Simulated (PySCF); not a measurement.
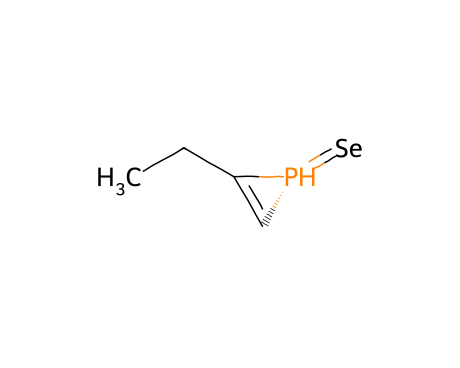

Skeletal drawing of a molecule.

Transcribe the drawing into SMILES.

CCC1=C[P@H]1=[Se]

Give the formula, hydrogens included.

C4H7PSe.

An optimisation with GFN2-xTB gave a structure of which point group?

C1.

The parts below concern this one geometry. Atoms keep their numbers from picture to picture. The computed structure is the end point of a GFN2-xTB optimisation. No frequency run is at hand to confirm it as a minimum.

## Dipole moment

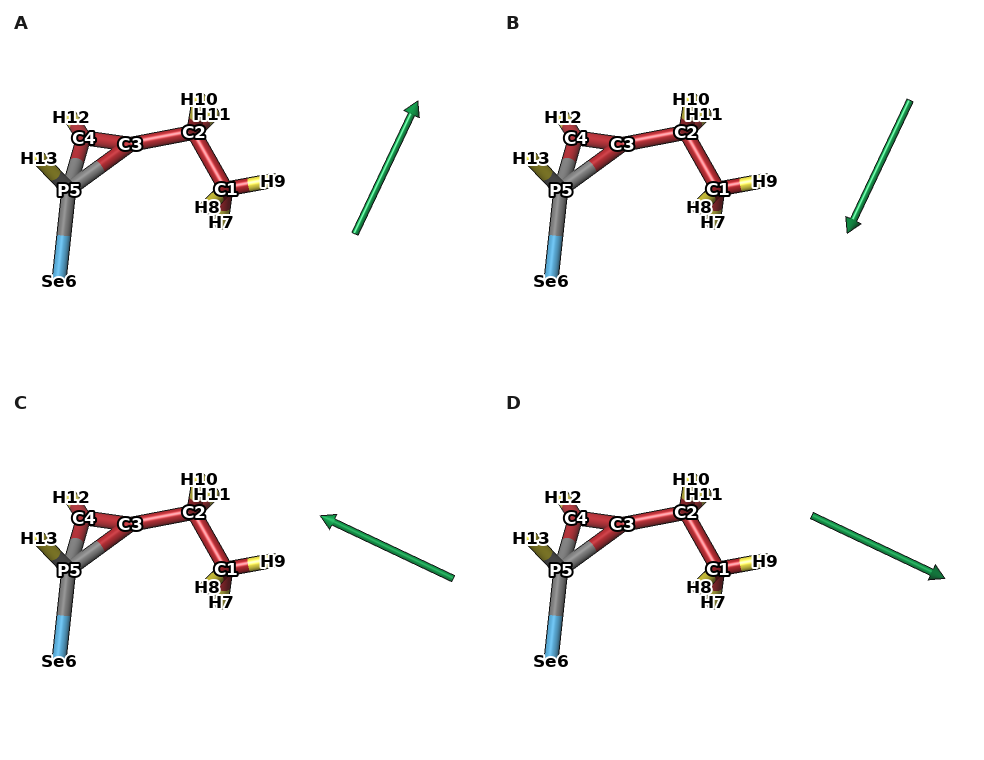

The same molecule four times, each with an arrow. No frequency run is at hand to confirm it as a minimum. Method: B3LYP/def2-SVPD, gas phase (PySCF 2.14.0).

Which arrow points along the dipole moment, from the negative to the positive end?

A. The dipole moment is 4.70 D; it points from the side of Se6 to the side of H10, H11 (the outermost atoms at the two ends).

## Excitation

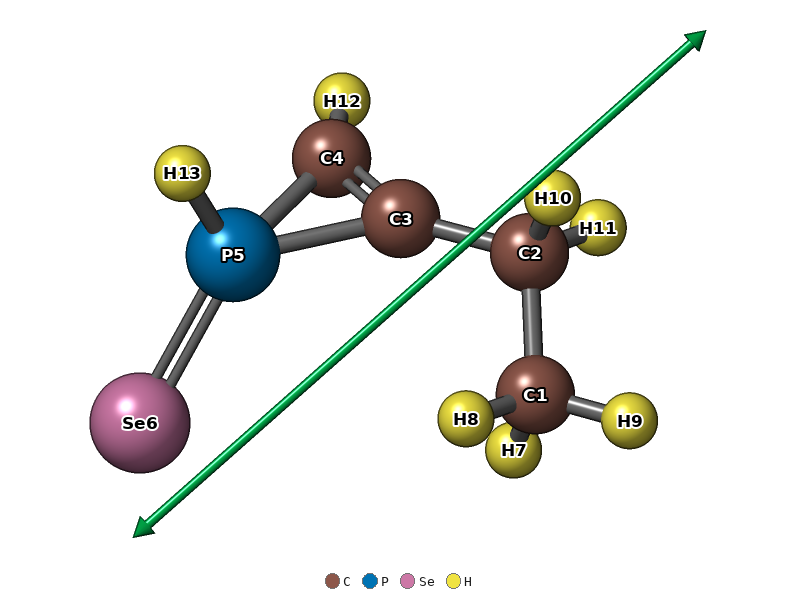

The double arrow shows the direction of the transition dipole to excited singlet state 6 (its length means nothing). No frequency run is at hand to confirm it as a minimum. Method: TDDFT B3LYP/def2-SVPD, vertical, gas phase, core orbitals frozen in the response (PySCF 2.14.0).

Give its energy, strength and character.

4.91 eV (252 nm), oscillator strength 0.11, mainly HOMO → LUMO+2 (weight 0.82); transition dipole 2.39 D.

## Polarisability

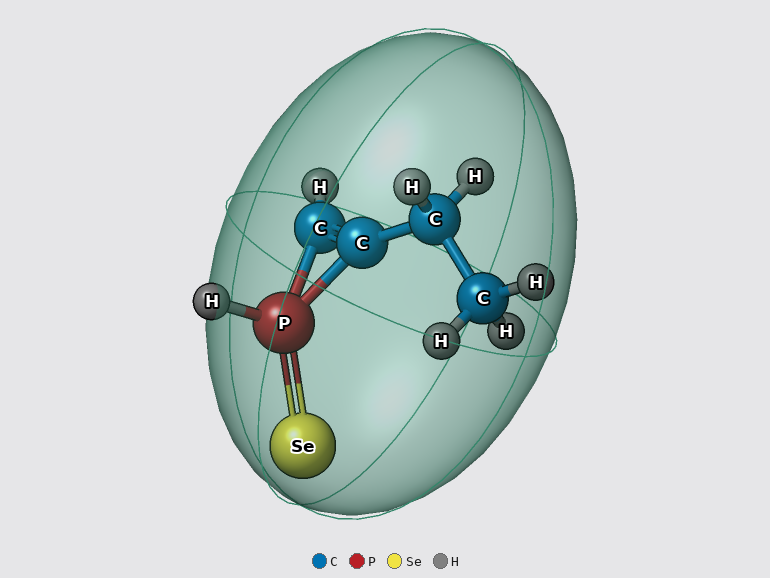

The ellipsoid shows the static dipole polarisability: its half-axes are proportional to the principal values. No frequency run is at hand to confirm it as a minimum. Method: B3LYP/def2-SVPD (PySCF 2.14.0).

Give the principal values, the mean and the anisotropy.

Principal values 82.4, 96.9, 132.4 bohr³; mean 103.9 bohr³ (15.40 Å³); anisotropy 44.6 bohr³, so the longest axis is 1.61 times the shortest.

The geometry is semi-empirical. Around P, Se such bond lengths and angles can be off by a tenth of an ångström or more and by several degrees, and values that hang on the shape move with them.
